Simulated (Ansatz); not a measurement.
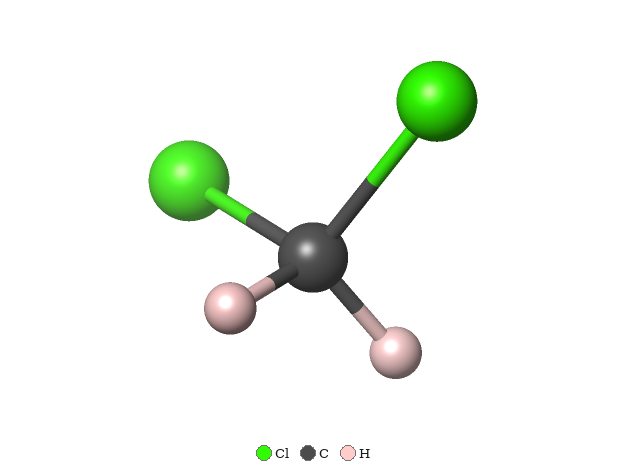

A ball-and-stick model of a molecule.

Question: Which formula does it have?

Answer: CH₂Cl₂, 5 atoms: 1 carbon, 2 hydrogen and 2 chlorine.

Question: Give a SMILES string for it.

Answer: ClCCl

Question: Name functional groups in it.

Answer: Among them: C–Cl bond.

Question: How many sets of symmetry-equivalent atoms are there?

Answer: 3: 2 Cl, 1 C, 2 H.

More results for the same structure follow; atom numbers are the same in all pictures, views and colours differ. The geometry was computed by an optimisation with PBE0-D4/def2-TZVP.

## Geometry

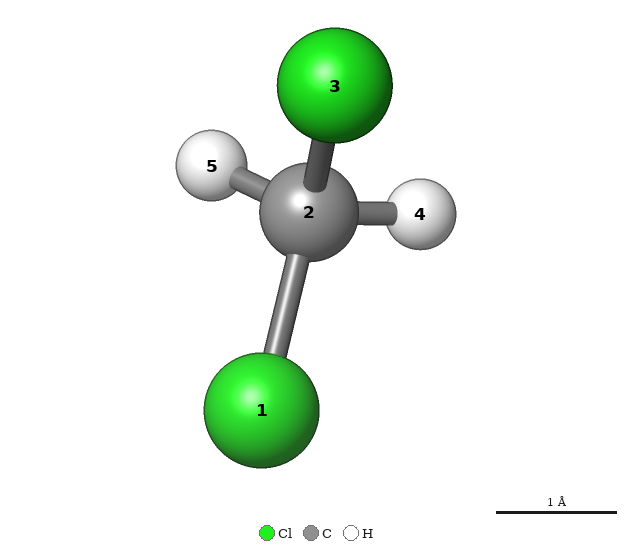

Numbered structure.

Give the bond lengths.

| bond | length (Å) | order |
| --- | --- | --- |
| Cl1–C2 | 1.762 | single |
| C2–Cl3 | 1.762 | single |
| C2–H4 | 1.086 | single |
| C2–H5 | 1.086 | single |

## Charges

The questions are on Mulliken charges. Method: RKS PBE0-D4/def2-TZVP (Ansatz 0.2.0).

List the Mulliken charges.

```
atom  value (e)
 Cl1      −0.10
  C2      −0.13
 Cl3      −0.10
  H4       0.16
  H5       0.16
```

## Electronic properties

Properties computed with RKS ωB97M-V/def2-TZVPP (Ansatz 0.2.0).

Question: What is the HOMO energy (Kohn–Sham orbital)?

Answer: −10.98 eV.

Question: Estimate the dipole moment.

Answer: 1.63 D.

Question: Give the LUMO energy (Kohn–Sham orbital) at this level.

Answer: 2.14 eV.

Question: Estimate the vertical ionisation energy.

Answer: 11.32 eV.

## Thermal motion

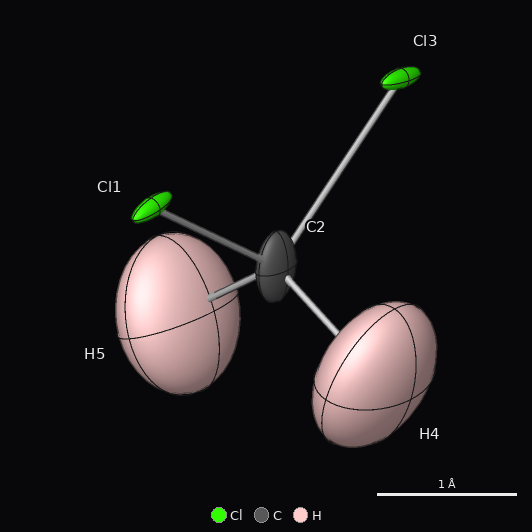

Displacement ellipsoids at the 50 % level, enlarged 3 times, from the internal vibrations of the free molecule (harmonic, no overall translation or rotation; no half-axis is drawn under 0.075 Å). Vibrations computed with RKS PBE0-D4/def2-TZVP (Ansatz 0.2.0). Temperature: 600 K.

Question: Which atom has the largest mean-square displacement?

Answer: H4, H5, with U_eq = 0.0123 Å².

Question: Does H4 move more along its bond or across it?

Answer: Across it: the root-mean-square amplitude is 0.080 Å along the bond and up to 0.127 Å across, since bending and torsion are softer than stretching.

Give the displacement parameters, one line for each set of equivalent atoms.

```tsv
atom	U_eq (Å²)	rms amplitudes (Å)
Cl1, Cl3	0.00082	0.003, 0.011, 0.048
C2	0.0020	0.023, 0.044, 0.059
H4, H5	0.0123	0.074, 0.123, 0.127
```

Mulliken values depend strongly on the basis set and can even reverse the polarity of a bond.
